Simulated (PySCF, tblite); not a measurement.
# C₈H₁₂: dynamics, then NMR shifts on frames, part 2 of 2

tblite 0.8.0 and PySCF 2.14.0. Atoms count from 0. Earlier steps stand in the parts before.

## Step 6: Nuclear shieldings: 800 fs, PBE0/pcSseg-1

Job settings and geometry (Å):

```
{"job": {"kind": "nmr", "xc": "PBE0", "basis": "pcSseg-1", "pop": false}, "charge": 0, "multiplicity": 1}
C      3.019000    -1.099500     0.754300
C      2.013800    -0.682600     1.456100
C      0.684000    -0.561000     0.778900
C     -0.417100    -1.305600     1.488700
C     -1.734800    -0.672100     1.097900
C     -1.372400     0.816200     0.816300
C     -2.322400     1.677400     0.533900
C      0.129900     0.925600     0.798600
H      4.041600    -1.162200     1.100000
H      2.884600    -1.284700    -0.336300
H      2.058600    -0.496700     2.489900
H      0.705400    -0.955200    -0.236500
H     -0.339000    -1.332200     2.571100
H     -0.444900    -2.390000     1.255600
H     -2.460700    -0.663900     1.926400
H     -2.138800    -1.169700     0.186200
H     -3.304800     1.333800     0.584900
H     -2.153900     2.735900     0.320500
H      0.527400     1.511900    -0.061000
H      0.529900     1.423400     1.705800
```

Level: GIAO PBE0/pcSseg-1 NMR shielding, non-relativistic, gas phase.

The log of the run:

```text
coarse grid: 16128 points
cycle   1  E = -311.4830380982  dE =  1.007e+00  |g| = 4.506e-01  |ddm| = 3.989e+00
cycle   2  E = -311.4860127618  dE = -2.975e-03  |g| = 4.509e-01  |ddm| = 8.458e-01
cycle   3  E = -311.5405106687  dE = -5.450e-02  |g| = 3.309e-02  |ddm| = 4.348e-01
cycle   4  E = -311.5406308404  dE = -1.202e-04  |g| = 2.432e-02  |ddm| = 5.089e-02
cycle   5  E = -311.5407676563  dE = -1.368e-04  |g| = 6.383e-03  |ddm| = 2.299e-02
cycle   6  E = -311.5407765601  dE = -8.904e-06  |g| = 1.844e-03  |ddm| = 6.963e-03
final grid: 154128 points
cycle   7  E = -311.5920177229  dE = -4.619e-05  |g| = 9.511e-03  |ddm| = 4.233e-02
cycle   8  E = -311.5920035927  dE =  1.413e-05  |g| = 1.216e-02  |ddm| = 2.152e-02
cycle   9  E = -311.5920411323  dE = -3.754e-05  |g| = 2.105e-03  |ddm| = 1.320e-02
cycle  10  E = -311.5920422214  dE = -1.089e-06  |g| = 2.753e-04  |ddm| = 1.904e-03
cycle  11  E = -311.5920422378  dE = -1.635e-08  |g| = 1.098e-04  |ddm| = 2.886e-04
cycle  12  E = -311.5920422406  dE = -2.792e-09  |g| = 2.565e-05  |ddm| = 1.158e-04
cycle  13  E = -311.5920422407  dE = -1.389e-10  |g| = 1.073e-05  |ddm| = 3.410e-05
converged SCF energy = -311.5920422407

GIAO shielding tensors (ppm)
atom      isotropic    diamagn.    paramagn.     s11        s22        s33       span
  0 C       64.912     254.103    -189.191    -41.692     87.288    149.139    190.830
  1 C       41.880     254.942    -213.061    -77.995     56.885    146.752    224.747
  2 C      129.205     243.662    -114.456    105.265    123.034    159.317     54.052
  3 C      154.142     246.424     -92.282    129.264    154.745    178.417     49.153
  4 C      141.514     248.885    -107.371    106.138    151.543    166.861     60.723
  5 C       25.047     262.271    -237.224    -84.339     37.811    121.669    206.008
  6 C       74.546     249.992    -175.447    -37.552     98.866    162.323    199.875
  7 C      140.510     246.003    -105.492    112.777    141.686    167.068     54.291
  8 H       26.590      27.401      -0.810     23.748     25.369     30.654      6.906
  9 H       25.807      31.074      -5.266     22.791     24.229     30.402      7.612
 10 H       26.175      31.925      -5.750     23.267     25.955     29.304      6.037
 11 H       29.110      33.543      -4.433     26.264     27.710     33.356      7.092
 12 H       30.337      31.511      -1.174     25.470     29.577     35.964     10.494
 13 H       29.688      30.055      -0.367     25.621     27.793     35.650     10.029
 14 H       28.536      30.124      -1.589     24.248     27.776     33.583      9.334
 15 H       28.432      30.675      -2.243     23.781     27.787     33.729      9.947
 16 H       26.829      30.949      -4.120     23.088     25.119     32.279      9.191
 17 H       26.119      30.224      -4.104     22.792     24.631     30.935      8.143
 18 H       28.552      31.454      -2.902     24.546     27.880     33.228      8.682
 19 H       29.123      31.264      -2.141     24.819     28.870     33.681      8.862
```

It took 78 s on 1 thread of Intel Xeon at 2.50GHz, shared host; peak memory 0.96 GiB.

In short: δ C5 161.9, C1 145.0, C0 122.0, C6 112.4, H9 5.91, H17 5.60 ppm.

## Step 7: Nuclear shieldings: 1000 fs, PBE0/pcSseg-1

Job settings and geometry (Å):

```
{"job": {"kind": "nmr", "xc": "PBE0", "basis": "pcSseg-1", "pop": false}, "charge": 0, "multiplicity": 1}
C      2.913600    -1.734200     0.855800
C      1.960600    -1.399700     1.675900
C      0.587200    -1.162100     1.177600
C     -0.586300    -1.628600     1.986800
C     -1.777200    -0.759900     1.440000
C     -1.099700     0.556800     1.048100
C     -1.743500     1.640900     0.636900
C      0.376200     0.394200     1.118800
H      3.955100    -1.807800     1.107000
H      2.768000    -1.887400    -0.278600
H      2.164000    -1.081800     2.680900
H      0.514100    -1.440300     0.098300
H     -0.421400    -1.453300     3.091600
H     -0.883900    -2.642700     1.909300
H     -2.559500    -0.491000     2.166600
H     -2.329100    -1.211800     0.614300
H     -2.809800     1.726500     0.473200
H     -1.249300     2.581300     0.550900
H      0.767800     0.867000     0.247800
H      0.887400     0.928900     1.967100
```

Level: GIAO PBE0/pcSseg-1 NMR shielding, non-relativistic, gas phase.

The log of the run:

```text
coarse grid: 16128 points
cycle   1  E = -311.4803590716  dE =  9.975e-01  |g| = 4.375e-01  |ddm| = 3.995e+00
cycle   2  E = -311.4835741678  dE = -3.215e-03  |g| = 4.370e-01  |ddm| = 8.385e-01
cycle   3  E = -311.5352805203  dE = -5.171e-02  |g| = 2.894e-02  |ddm| = 4.326e-01
cycle   4  E = -311.5353615988  dE = -8.108e-05  |g| = 2.258e-02  |ddm| = 4.955e-02
cycle   5  E = -311.5354782107  dE = -1.166e-04  |g| = 6.506e-03  |ddm| = 2.220e-02
cycle   6  E = -311.5354878569  dE = -9.646e-06  |g| = 1.543e-03  |ddm| = 6.848e-03
final grid: 154128 points
cycle   7  E = -311.5861303069  dE = -4.323e-05  |g| = 8.897e-03  |ddm| = 4.203e-02
cycle   8  E = -311.5861191552  dE =  1.115e-05  |g| = 1.115e-02  |ddm| = 2.037e-02
cycle   9  E = -311.5861507883  dE = -3.163e-05  |g| = 2.050e-03  |ddm| = 1.243e-02
cycle  10  E = -311.5861518291  dE = -1.041e-06  |g| = 2.450e-04  |ddm| = 1.859e-03
cycle  11  E = -311.5861518422  dE = -1.311e-08  |g| = 9.625e-05  |ddm| = 2.625e-04
cycle  12  E = -311.5861518443  dE = -2.093e-09  |g| = 2.279e-05  |ddm| = 9.509e-05
cycle  13  E = -311.5861518444  dE = -1.090e-10  |g| = 9.736e-06  |ddm| = 2.802e-05
converged SCF energy = -311.5861518444

GIAO shielding tensors (ppm)
atom      isotropic    diamagn.    paramagn.     s11        s22        s33       span
  0 C       65.359     252.781    -187.423    -36.000     82.223    149.853    185.854
  1 C       43.034     257.089    -214.055    -74.407     54.922    148.586    222.992
  2 C      132.922     247.669    -114.747    112.039    121.084    165.643     53.604
  3 C      153.475     246.382     -92.907    133.592    153.908    172.925     39.333
  4 C      143.688     246.678    -102.990    111.261    147.832    171.970     60.709
  5 C       25.659     261.880    -236.221    -86.229     31.731    131.477    217.706
  6 C       75.614     250.607    -174.993    -32.190     95.315    163.718    195.908
  7 C      135.446     249.931    -114.486    101.595    132.962    171.780     70.185
  8 H       26.779      27.268      -0.489     24.368     25.440     30.530      6.163
  9 H       25.315      29.929      -4.614     22.897     23.810     29.239      6.342
 10 H       25.829      30.967      -5.138     23.193     25.337     28.958      5.764
 11 H       28.688      33.477      -4.790     26.153     26.663     33.247      7.094
 12 H       29.413      29.539      -0.126     25.041     27.815     35.384     10.343
 13 H       30.298      29.658       0.640     26.056     28.283     36.555     10.499
 14 H       28.643      28.807      -0.164     24.206     27.606     34.117      9.911
 15 H       28.928      30.779      -1.851     25.029     27.625     34.130      9.101
 16 H       26.380      30.200      -3.820     23.521     24.975     30.645      7.124
 17 H       26.723      32.383      -5.660     23.496     25.065     31.609      8.112
 18 H       29.377      35.225      -5.848     25.330     29.503     33.299      7.969
 19 H       28.703      32.489      -3.786     24.899     28.468     32.740      7.841
```

Wall time 77 s (1 thread of Intel Xeon at 2.50GHz, shared host); peak memory 0.89 GiB.

In short: δ C5 161.3, C1 143.9, C0 121.6, C6 111.3, H9 6.40, H10 5.89 ppm.

## Step 8: Comparing the runs: NMR shifts

Shifts (ppm) of some atoms, chosen among heavy atoms and hydrogens apart, with basis size and wall time:

```csv
frame,C5,C1,C6,C7,C3,H10,H19,functions,time
250 fs,170.6,156.7,114.8,50.6,40.3,6.58,2.93,196,1.9 min
425 fs,159.1,156.6,112.8,46.4,44.3,7.29,2.25,196,84 s
625 fs,159.9,156.0,105.1,36.5,45.3,5.96,1.01,196,79 s
800 fs,161.9,145.0,112.4,46.4,32.8,5.54,2.59,196,78 s
1000 fs,161.3,143.9,111.3,51.5,33.4,5.89,3.01,196,77 s
```

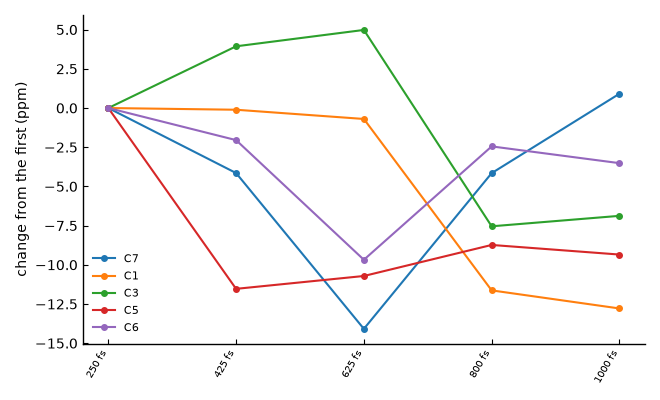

How five of the tabulated atoms move from run to run.

## Step 9: Summary of results

The summary covers parts 1 to 2.

```
                                      quantity                                                                       value
                                    thermostat                                                                       300 K
                 mean temperature, second half                                                                       252 K
       mean potential energy above the minimum                                                                     0.57 eV
13C shifts against TMS (PBE0/pcSseg-1, 250 fs)                      170.6, 156.7, 125.0, 114.8, 52.9, 50.6, 41.6, 40.3 ppm
 1H shifts against TMS (PBE0/pcSseg-1, 250 fs)  6.58, 5.77, 5.38, 5.15, 4.68, 3.66, 3.12, 2.93, 2.90, 2.90, 2.71, 1.66 ppm
         surface potential, 1st and 99th percentile                                                          -0.79 V and 0.66 V
                      range of the shift of C7                                                            36.5 to 51.5 ppm
```

In words: In the second half the potential energy averages 0.57 eV above the minimum; equipartition over 54 harmonic modes at 300 K would give 0.70 eV. With 20 atoms the temperature swings widely (174 to 320 K). Shifts at one fixed geometry are not the observed spectrum, which averages over the motion. In the first frame run (250 fs): The largest span, 229 ppm, is at C1, where the paramagnetic term is -224 ppm. In ppm, C7 moves most: its shift spreads over 15.0 ppm, from 36.5 (625 fs) to 51.5 (1000 fs).
